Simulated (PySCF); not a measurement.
# CoNCl: structure of the sextet

Where does sextet CoNCl go from a linear start, is the end point a minimum, and what are its modes, charges and moments?

The runs use PySCF 2.14.0; PBE0, basis Co def2-TZVP, N def2-TZVP, Cl def2-TZVP, no relativity, density fitting.

### Step 1. Where the work starts

3 atoms, charge 0, spin multiplicity 6.

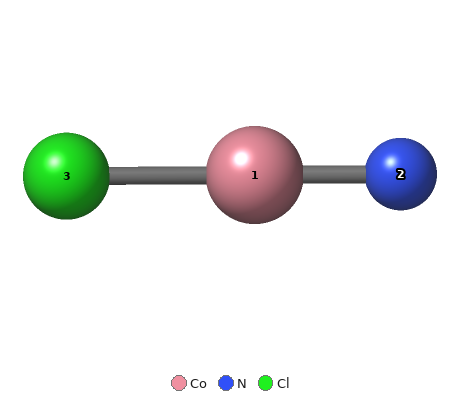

As it starts; cobalt pink, nitrogen blue, chlorine green; atoms are numbered from 1 in the order of the file.

```xyz
3
charge 0 multiplicity 6
Co    0.0000    0.0000    0.0000
N     0.0000    0.0000   -1.6300
Cl    0.0000    0.0000    2.1000
```

### Step 2. First SCF at the start

One driver script runs all steps and calls PySCF; scf.py shows how it sets up the SCF of each step. The optimiser is the driver's own. After this first run the driver tries any further starts and a stability analysis.

File scf.py:

```python
from pyscf import gto, scf, dft
mol = gto.M(atom='''
Co     0.000000     0.000000     0.000000
N      0.000000     0.000000    -1.630000
Cl     0.000000     0.000000     2.100000''',
    basis={'Co': 'def2-TZVP', 'N': 'def2-TZVP', 'Cl': 'def2-TZVP'},
    charge=0, spin=5)
mf = dft.UKS(mol, xc='PBE0')
mf.grids.atom_grid = (50, 194)
aux = {'Co': 'def2-universal-JKFIT', 'N': 'def2-universal-JKFIT', 'Cl': 'def2-universal-JKFIT'}
mf = mf.density_fit(auxbasis=aux)
mf.conv_tol = 1e-08
mf.diis_space = 10
mf.max_cycle = 60
mf.init_guess = 'minao'
mf.verbose = 4
mf.kernel()
```

Run with:

```bash
$ OMP_NUM_THREADS=4 python axn.py task.json out
```

Output:

```text
init E= -1896.29677977765
[... the frontier-level lines of each cycle are left out ...]
cycle= 1 E= -1880.59424794016  delta_E= 15.7  |g|= 5.73  |ddm|= 30.6
cycle= 2 E= -1833.40884925992  delta_E= 47.2  |g|= 13.3  |ddm|= 31.2
cycle= 3 E= -1877.3251485068  delta_E= -43.9  |g|= 8.66  |ddm|=  7.5
cycle= 4 E= -1882.47095385846  delta_E= -5.15  |g|= 7.31  |ddm|= 2.94
cycle= 5 E= -1884.38638586994  delta_E= -1.92  |g|= 6.63  |ddm|= 3.55
cycle= 6 E= -1891.45891153894  delta_E= -7.07  |g|= 4.74  |ddm|= 3.74
cycle= 7 E= -1893.13308970538  delta_E= -1.67  |g|= 3.76  |ddm|= 1.01
cycle= 8 E= -1895.07542744153  delta_E= -1.94  |g|= 2.89  |ddm|= 0.907
cycle= 9 E= -1895.5645790494  delta_E= -0.489  |g|= 2.51  |ddm|= 0.221
cycle= 10 E= -1896.94092602246  delta_E= -1.38  |g|= 0.964  |ddm|= 0.755
cycle= 11 E= -1897.14015206442  delta_E= -0.199  |g|= 0.207  |ddm|= 0.486
cycle= 12 E= -1897.15384339525  delta_E= -0.0137  |g|= 0.167  |ddm|= 0.229
cycle= 13 E= -1897.16082101064  delta_E= -0.00698  |g|= 0.0736  |ddm|= 0.0682
cycle= 14 E= -1897.16191792566  delta_E= -0.0011  |g|= 0.0425  |ddm|= 0.0271
cycle= 15 E= -1897.16270380018  delta_E= -0.000786  |g|= 0.0069  |ddm|= 0.0525
cycle= 16 E= -1897.16276590718  delta_E= -6.21e-05  |g|= 0.00231  |ddm|= 0.0148
cycle= 17 E= -1897.16277323749  delta_E= -7.33e-06  |g|= 0.000622  |ddm|= 0.0061
cycle= 18 E= -1897.1627738137  delta_E= -5.76e-07  |g|= 0.000337  |ddm|= 0.0013
cycle= 19 E= -1897.16277403841  delta_E= -2.25e-07  |g|= 0.00021  |ddm|= 0.000848
cycle= 20 E= -1897.1627742171  delta_E= -1.79e-07  |g|= 0.000131  |ddm|= 0.000765
cycle= 21 E= -1897.16277453007  delta_E= -3.13e-07  |g|= 0.000112  |ddm|= 0.00159
cycle= 22 E= -1897.16277502792  delta_E= -4.98e-07  |g|= 7.43e-05  |ddm|= 0.00366
cycle= 23 E= -1897.16277521586  delta_E= -1.88e-07  |g|= 2.28e-05  |ddm|= 0.00341
cycle= 24 E= -1897.16277522085  delta_E= -4.99e-09  |g|= 4.99e-06  |ddm|= 0.000562
Extra cycle  E= -1897.16277522087  delta_E= -2.36e-11  |g|= 6.61e-06  |ddm|= 1.15e-05
converged SCF energy = -1897.16277522087  <S^2> = 8.761323  2S+1 = 6.0037731
```

This step, with its further starts and checks, took 20 s on 4 threads of Arm Neoverse N1, shared host.

Energies from each starting density:

```
                      start   energy (Eh)
    the minimal-basis guess  -1897.162775
a thermally smeared density  -1897.209718
      a smeared PBE density  -1897.209718
```

The first run landed in a state that is too high. Following the other starts and the instabilities gains 123.2 kJ/mol (-1897.20972 Eh), and the work goes on from there.

### Step 3. Relaxation: linear start, sextet

The program finds C∞v symmetry in the start, which this walk keeps. Threshold on the gradient: 0.0003 Eh/bohr, with a further test on the energy change.

Changes to scf.py since step 2:

```diff
@@ -3,3 +3,3 @@
-Co     0.000000     0.000000     0.000000
-N      0.000000     0.000000    -1.630000
-Cl     0.000000     0.000000     2.100000''',
+Co     0.000000    -0.000000    -0.469019
+N      0.000000    -0.000000    -2.099019
+Cl     0.000000     0.000000     1.630981''',
@@ -15 +14,0 @@
-mf.init_guess = 'minao'
```

The optimiser's trace:

```
step   energy (Eh)  change (kJ/mol)  largest symmetric gradient (Eh/bohr)
   0  -1897.209718             0.00                               0.04950
   1  -1897.214656           -12.96                               0.02278
   2  -1897.216323           -17.34                               0.00814
   3  -1897.216564           -17.98                               0.00289
   4  -1897.216580           -18.02                               0.00089
   5  -1897.216581           -18.02                               0.00017
```

The walk took 18 s.

Positions (Å) and forces (eV/Å) along the way:

```
step 0
Co   0.000   0.000  -0.469   0.000   0.000   1.631
N    0.000   0.000  -2.099   0.000   0.000  -2.545
Cl   0.000   0.000   1.631   0.000   0.000   0.915
step 1
Co   0.000   0.000  -0.460   0.000   0.000   0.798
N    0.000   0.000  -2.152   0.000   0.000  -1.171
Cl   0.000   0.000   1.676   0.000   0.000   0.374
step 3
Co   0.000   0.000  -0.445   0.000   0.000   0.148
N    0.000   0.000  -2.215   0.000   0.000  -0.091
Cl   0.000   0.000   1.723   0.000   0.000  -0.058
step 5
Co   0.000   0.000  -0.441   0.000   0.000   0.006
N    0.000   0.000  -2.219   0.000   0.000   0.003
Cl   0.000   0.000   1.724   0.000   0.000  -0.009
```

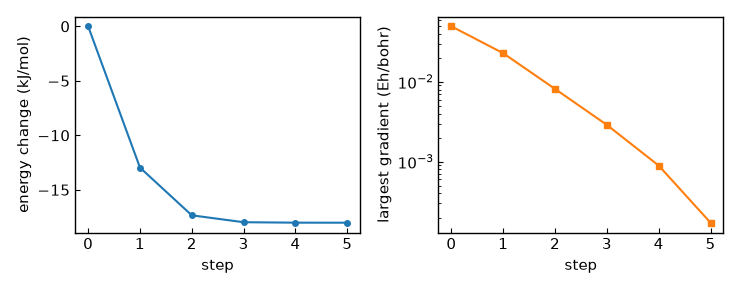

How energy and gradient fall.

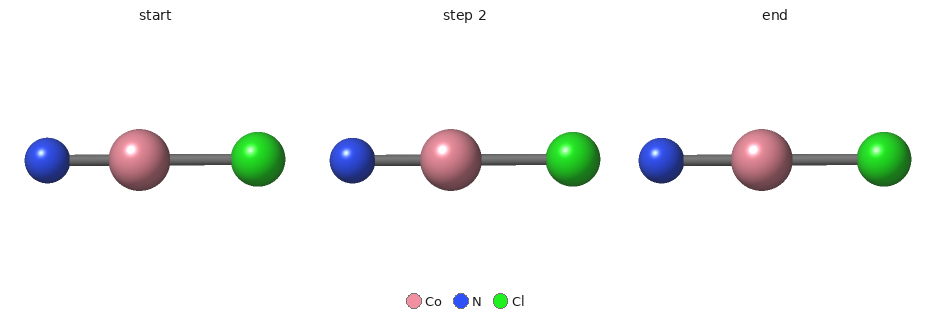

Start and end of the relaxation, with a step between.

End point (C∞v, 5 steps, 18.0 kJ/mol gained): Co–Cl 2.165 Å, Co–N 1.778 Å; Cl–Co–N 180.0°.

### Step 4. Vibrations and properties at this point

On the finer grid the gradient is checked again; gradients at displacements of ±0.02 bohr then give force constants and infrared intensities.

Changes to scf.py since step 3:

```diff
@@ -3,3 +3,3 @@
-Co     0.000000    -0.000000    -0.469019
-N      0.000000    -0.000000    -2.099019
-Cl     0.000000     0.000000     1.630981''',
+Co     0.000000    -0.000000    -0.470661
+N      0.000000    -0.000000    -2.248471
+Cl     0.000000     0.000000     1.693352''',
@@ -9 +9 @@
-mf.grids.atom_grid = (50, 194)
+mf.grids.atom_grid = (75, 302)
@@ -12 +12 @@
-mf.conv_tol = 1e-08
+mf.conv_tol = 1e-10
```

The driver hands on the density of the step before, so the log starts near convergence.

SCF at the final geometry:

```text
init E= -1897.21647849127
[... the frontier-level lines of each cycle are left out ...]
cycle= 1 E= -1897.21647849123  delta_E= 3.18e-11  |g|= 1.15e-05  |ddm|= 5.86e-06
cycle= 2 E= -1897.21647849084  delta_E= 3.9e-10  |g|= 4.11e-05  |ddm|= 2.08e-05
cycle= 3 E= -1897.21647849127  delta_E= -4.3e-10  |g|= 5.86e-07  |ddm|= 1.64e-05
cycle= 4 E= -1897.21647849127  delta_E= 4.55e-12  |g|= 3.76e-07  |ddm|= 6.27e-07
Extra cycle  E= -1897.21647849127  delta_E= 3.18e-12  |g|= 6.48e-07  |ddm|= 1.35e-06
converged SCF energy = -1897.21647849127  <S^2> = 8.7683539  2S+1 = 6.0061149
```

The whole step took 67 s.

Geometry: C∞v; Co–Cl 2.164 Å, Co–N 1.778 Å; Cl–Co–N 180.0°.

Harmonic modes (main isotopes):

```tsv
symmetry	ω (cm⁻¹)	IR (km/mol)	type
π	167i	93.7	bend
σ+	378	8.4	stretch
σ+	554	94.6	stretch
```

With 2 modes imaginary (up to 167i cm⁻¹) this point is a saddle.

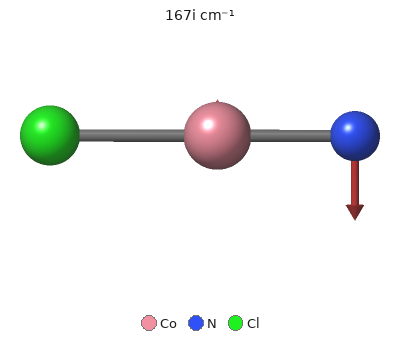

The imaginary mode, as arrows.

Properties at this point:

```yaml
Dipole_moment: 1.19 D
Highest_occupied_level: -8.01 eV
Lowest_empty_level: -4.89 eV
Rotational_constants: 0.09156 cm⁻¹
Zero-point_energy_real_modes: 5.6 kJ/mol
Principal_polarisabilities: 29.8, 29.8, 76.4 bohr³
Atomisation_energy_without_zero-point_energy: 494 kJ/mol
Principal_traceless_quadrupole_moments_about_the_centre_of_mass: -14.07, 7.03, 7.03 D Å
Spin_squared_⟨S²⟩: 8.768
```

Charges (e) and bond orders:

```json
{"atom": "Co1", "Mulliken": "0.66", "Löwdin": "0.29", "polar tensor": "1.26", "spin (Mulliken)": "3.05", "Mayer order to Co1": "–"}
{"atom": "N2", "Mulliken": "-0.26", "Löwdin": "-0.19", "polar tensor": "-0.60", "spin (Mulliken)": "1.98", "Mayer order to Co1": "1.38"}
{"atom": "Cl3", "Mulliken": "-0.41", "Löwdin": "-0.09", "polar tensor": "-0.66", "spin (Mulliken)": "-0.03", "Mayer order to Co1": "0.96"}
```

Mulliken populations on Co1: s 6.61, p 12.42, d 7.30, f 0.00.

### Step 5. Downhill along the imaginary mode

The atoms are moved a little along the softest imaginary mode and relaxed again.

The program finds Cs symmetry in the start, which this walk keeps. Threshold on the gradient: 0.0003 Eh/bohr, with a further test on the energy change.

Changes to scf.py since step 4:

```diff
@@ -3,3 +3,3 @@
-Co     0.000000    -0.000000    -0.470661
-N      0.000000    -0.000000    -2.248471
-Cl     0.000000     0.000000     1.693352''',
+Co    -0.000600    -0.051934    -0.470582
+N      0.001386     0.119992    -2.248392
+Cl     0.000456     0.039475     1.693431''',
@@ -9 +9 @@
-mf.grids.atom_grid = (75, 302)
+mf.grids.atom_grid = (50, 194)
@@ -12 +12 @@
-mf.conv_tol = 1e-10
+mf.conv_tol = 1e-08
```

The optimiser's trace:

```
step   energy (Eh)  change (kJ/mol)  largest symmetric gradient (Eh/bohr)
   0  -1897.217238             0.00                               0.00442
   1  -1897.217598            -0.94                               0.00528
   2  -1897.218063            -2.17                               0.00585
   3  -1897.218620            -3.63                               0.00610
   4  -1897.219221            -5.21                               0.00594
   5  -1897.220529            -8.64                               0.01310
   6  -1897.221427           -11.00                               0.00458
   7  -1897.221660           -11.61                               0.00507
   8  -1897.221922           -12.30                               0.00406
   9  -1897.221997           -12.49                               0.00249
  10  -1897.222018           -12.55                               0.00072
  11  -1897.222019           -12.55                               0.00022
```

The walk took 52 s.

Geometry (Å) and forces (eV/Å) at some steps:

```
step 0
Co  -0.001  -0.052  -0.471  -0.003  -0.227   0.108
N    0.001   0.120  -2.248   0.002   0.126   0.011
Cl   0.000   0.039   1.693   0.001   0.102  -0.118
step 1
Co  -0.001  -0.076  -0.469  -0.003  -0.272   0.112
N    0.002   0.133  -2.244   0.002   0.151  -0.020
Cl   0.001   0.050   1.687   0.001   0.120  -0.092
step 6
Co  -0.004  -0.319  -0.454  -0.001  -0.059  -0.062
N    0.003   0.266  -2.195   0.000   0.019   0.235
Cl   0.002   0.160   1.624   0.001   0.040  -0.173
step 11
Co  -0.005  -0.403  -0.461   0.000  -0.004  -0.009
N    0.004   0.309  -2.131   0.000  -0.005  -0.002
Cl   0.002   0.202   1.567   0.000   0.009   0.011
```

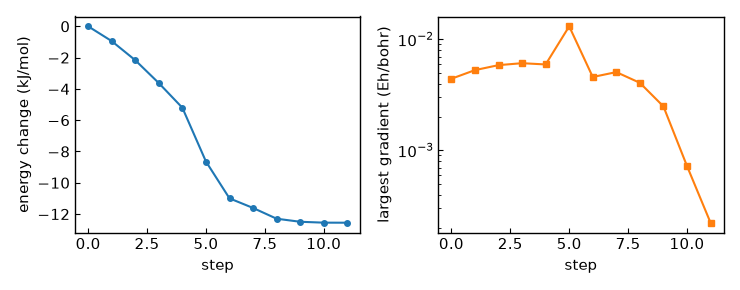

Energy and largest gradient along the walk.

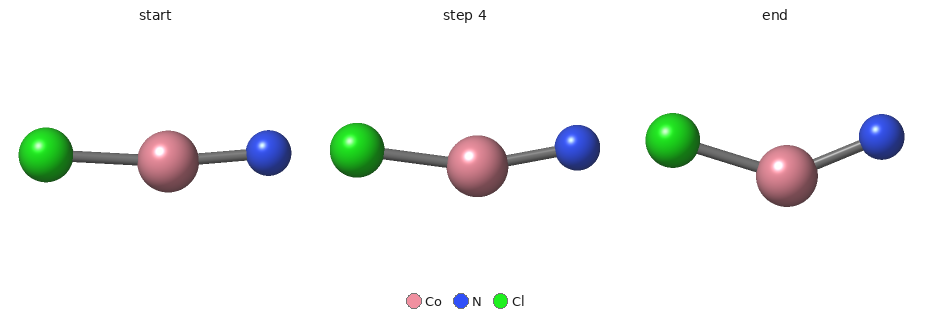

The geometry along the walk, at one scale.

After 11 steps and 12.6 kJ/mol it ends at Cs: Co–Cl 2.117 Å, Co–N 1.816 Å; Cl–Co–N 140.3°.

### Step 6. Is it a minimum? Harmonic modes

As before: finer grid, then central differences.

Changes to scf.py since step 5:

```diff
@@ -3,3 +3,3 @@
-Co    -0.000600    -0.051934    -0.470582
-N      0.001386     0.119992    -2.248392
-Cl     0.000456     0.039475     1.693431''',
+Co    -0.003326    -0.287926    -0.440997
+N      0.004890     0.423307    -2.111547
+Cl     0.003656     0.316473     1.589075''',
@@ -9 +9 @@
-mf.grids.atom_grid = (50, 194)
+mf.grids.atom_grid = (75, 302)
@@ -12 +12 @@
-mf.conv_tol = 1e-08
+mf.conv_tol = 1e-10
```

SCF at the final geometry:

```text
init E= -1897.2219049052
[... the frontier-level lines of each cycle are left out ...]
cycle= 1 E= -1897.2219049051  delta_E= 1.04e-10  |g|= 2.23e-05  |ddm|= 1.1e-05
cycle= 2 E= -1897.22190490356  delta_E= 1.53e-09  |g|= 8.26e-05  |ddm|= 3.94e-05
cycle= 3 E= -1897.22190490523  delta_E= -1.66e-09  |g|= 9.99e-07  |ddm|= 3.13e-05
cycle= 4 E= -1897.22190490523  delta_E= -5e-12  |g|= 6.83e-07  |ddm|= 3.13e-06
Extra cycle  E= -1897.22190490524  delta_E= -1.09e-11  |g|= 7.08e-07  |ddm|= 1.97e-06
converged SCF energy = -1897.22190490524  <S^2> = 8.7669527  2S+1 = 6.0056483
```

The whole step took 90 s on 4 threads of Arm Neoverse N1, shared host.

Geometry: Cs; Co–Cl 2.118 Å, Co–N 1.816 Å; Cl–Co–N 140.4°.

Harmonic modes (main isotopes):

```csv
symmetry,ω (cm⁻¹),IR (km/mol)
a',122,14.8
a',404,34.1
a',505,46.5
```

All wavenumbers are real: a minimum.

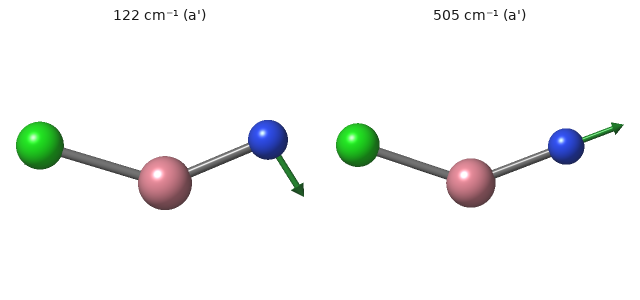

How the atoms move in 2 of the modes.

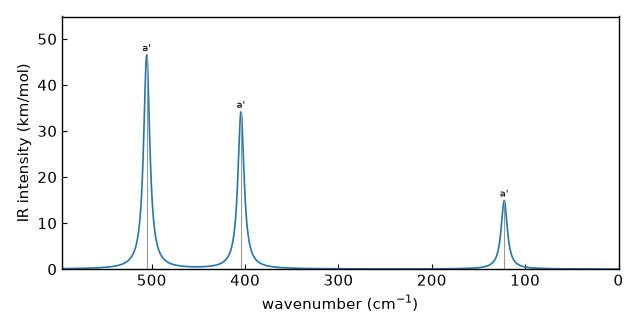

The harmonic infrared spectrum (widths in cm⁻¹). Lines are broadened to a width of 8 cm⁻¹ (Lorentzian).

Properties at this point:

```yaml
Dipole_moment: 2.56 D
Highest_occupied_level: -7.84 eV
Lowest_empty_level: -4.30 eV
Rotational_constants: 1.709, 0.1033, 0.09739 cm⁻¹
Zero-point_energy: 6.2 kJ/mol
Principal_polarisabilities: 27.4, 34.4, 74.2 bohr³
Atomisation_energy_without_zero-point_energy: 509 kJ/mol
Principal_traceless_quadrupole_moments_about_the_centre_of_mass: -12.19, 6.04, 6.16 D Å
Entropy_at_298.15_K_and_1_bar_electronic_part_spin_only: 302.3 J/(mol K)
Heat_capacity_Cp_at_298.15_K: 52.6 J/(mol K)
Enthalpy_at_298.15_K_above_0_K: 13.11 kJ/mol
Rotational_symmetry_number: 1
Spin_squared_⟨S²⟩: 8.767
```

Populations by atom (charges in e):

```csv
atom,Mulliken,Löwdin,polar tensor,spin (Mulliken),Mayer order to Co1
Co1,0.68,0.20,0.98,2.85,–
N2,-0.29,-0.19,-0.41,2.01,1.27
Cl3,-0.39,0.00,-0.57,0.14,1.06
```

Outer orbital energies (eV). α occupied: -12.25, -12.08, -10.13, -9.38, -9.10, -8.79, -8.53, -7.95; empty: -1.65, 0.94, 2.11, 3.55. β occupied: -22.20, -18.28, -11.04, -9.96, -9.35, -8.87, -8.77, -7.84; empty: -4.30, -4.28, -3.61, -2.37.

Mulliken populations on Co1: s 6.57, p 12.37, d 7.38, f 0.00.

### Step 7. The points found, side by side

| spin | group | bonds | imaginary modes (cm⁻¹) | ΔE (kJ/mol) | with zero-point energy |
| --- | --- | --- | --- | --- | --- |
| sextet | Cs | Co–Cl 2.118 Å, Co–N 1.816 Å | none | 0.0 | 0.0 |
| sextet | C∞v | Co–Cl 2.164 Å, Co–N 1.778 Å | 167i, 167i | 14.2 | – |

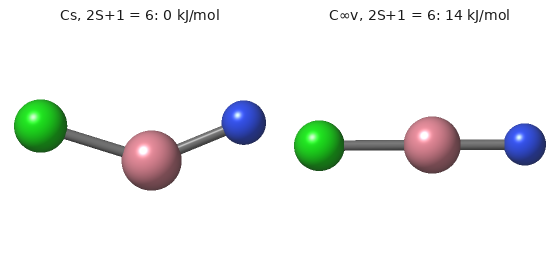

The points, lowest first (cobalt pink, nitrogen blue, chlorine green).

### Step 8. Outcome

```
                                          quantity                                        value
                                           minimum                                   sextet, Cs
                                          geometry  Co–Cl 2.118 Å, Co–N 1.816 Å; Cl–Co–N 140.4°
                                wavenumbers (cm⁻¹)                 122 (a'), 404 (a'), 505 (a')
                                     dipole moment                                       2.56 D
highest occupied, lowest empty level (either spin)                              -7.84, -4.30 eV
                        polar-tensor charge of Co1                                      +0.98 e
                                 zero-point energy                                   6.2 kJ/mol
                               entropy at 298.15 K                              302.3 J/(mol K)
         atomisation energy (no zero-point energy)                                   509 kJ/mol
                                              ⟨S²⟩                                        8.767
```

In words: The linear start (C∞v) ends in a minimum of Cs symmetry, after a stop at a second-order saddle point 14.2 kJ/mol higher, from which it was pushed off along an imaginary mode. In the infrared the band at 505 cm⁻¹ (a', stretch) leads. Most of the spin sits on Co1 (Mulliken spin 2.85, against 5 for the whole molecule). The first SCF alone would have been 123 kJ/mol too high. Only this shape and spin were tried, so other structures or states may lie lower. Open d and f shells are described by one determinant, and the ground state may have another occupation or spin.

The search up to here took 4.1 min.
